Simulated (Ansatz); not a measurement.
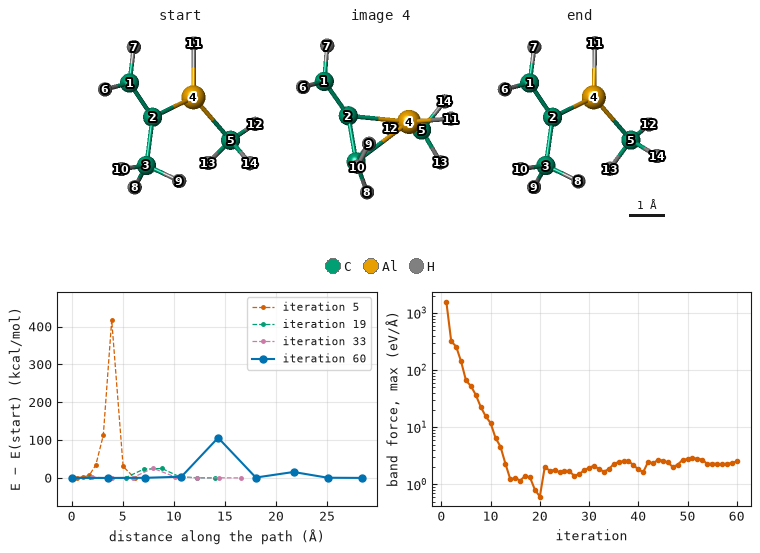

A search for the minimum-energy path of C$_{4}$H$_{9}$Al by the nudged elastic band. Images are numbered from 0 (start) to 8 (end). The plot follows the band through its iterations. The picture is a ball-and-stick view, seen from a free direction.

Method: UKS LDA/def2-SVP in Ansatz. Settings: 7 movable images; climbing image; force threshold 0.05 eV/Å; iteration limit 60; starting path through a guess of the saddle point.

Question: Judge this run.

Answer: The result isn't final. The band hadn't converged when the run stopped after 60 iterations. The largest component of the band force went from 1600 to 2.5 eV/Å. The barrier read from it is provisional: over the last two iterations the highest image moved from 95.2 kcal/mol to 106.1 kcal/mol. The first iteration put the highest image at 5006.0 kcal/mol. The two ends have the same energy, and the highest point, image 4, lies 106.1 kcal/mol above the start. The profile has 2 maxima (images 4, 6) with a dip at image 5 (+1.0 kcal/mol), which on an unconverged band is provisional.
